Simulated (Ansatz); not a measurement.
The calculation's input:

```
crystal:
  periodic: [false, false, false]
  atoms:
    - { symbol: Si, position_ang: [0.0, 0.0, 0.0] }
    - { symbol: H, position_ang: [0.6135, 0.0, 1.5424] }
    - { symbol: Si, position_ang: [2.355, 0.0, 0.5572] }
    - { symbol: H, position_ang: [2.8123, -1.3762, 0.3886] }
    - { symbol: H, position_ang: [2.4188, 0.6939, -0.7257] }
    - { symbol: H, position_ang: [3.2126, 0.6823, 1.522] }
    - { symbol: H, position_ang: [-0.6877, 1.1914, -0.4862] }
    - { symbol: H, position_ang: [-0.6877, -1.1914, -0.4862] }
basis:
  gaussian: { orbitals: "6-31G*" }
hamiltonian:
  xc: pbe0
  dispersion: d4
relax:
  f_tol: 0.15
  max_steps: 25
  restrain:
    - { distance: [1, 2], at: 2.66, k: 30.0 }
    - { distance: [0, 1], at: 1.46, k: 30.0 }
    - { distance: [0, 2], at: 2.22, k: 30.0 }
output:
  orbitals: {}
```

Launched as:

```sh
ansatz run input.yaml --threads 1 --pin off --max-ram 2048MiB --backend cpu --events-out ev --progress --plain --runs-dir out
```

The fields are those of the run's last geometry, not of the input's.

Not at a stationary point (largest force 1.4 eV/Å).

Method: Ansatz 0.2.0, RKS PBE0-D4/6-31G*.

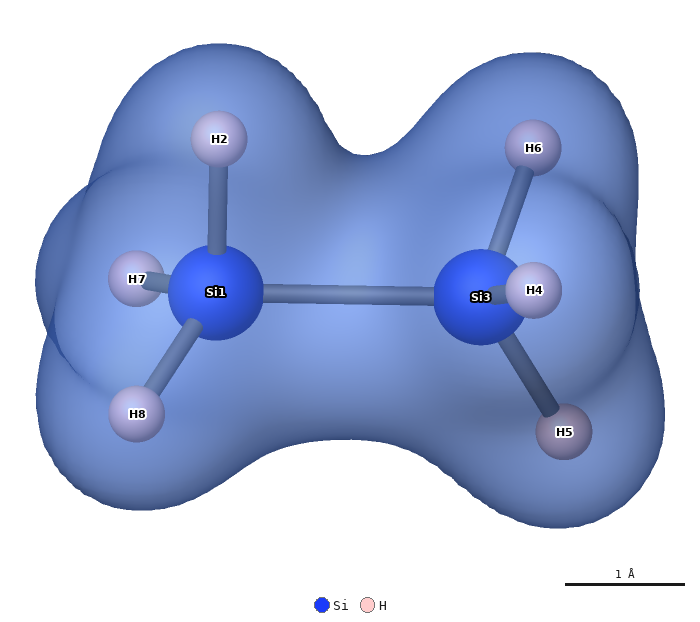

H6Si2. Isosurface of the total electron density at 0.1 e/Å³ (blue), seen at an oblique angle.

**How is the density connected at this value?**

At this value the surface is in one piece. It bridges the sampled Si–Si (2.24 Å) and Si–H (1.47 Å) contacts, where the density stays above the isovalue. On the grid the lowest density along these lines, outside the cores, is 0.68 e/Å³ (Si–Si, 2.24 Å) and 0.77 e/Å³ (Si–H, 1.47 Å).
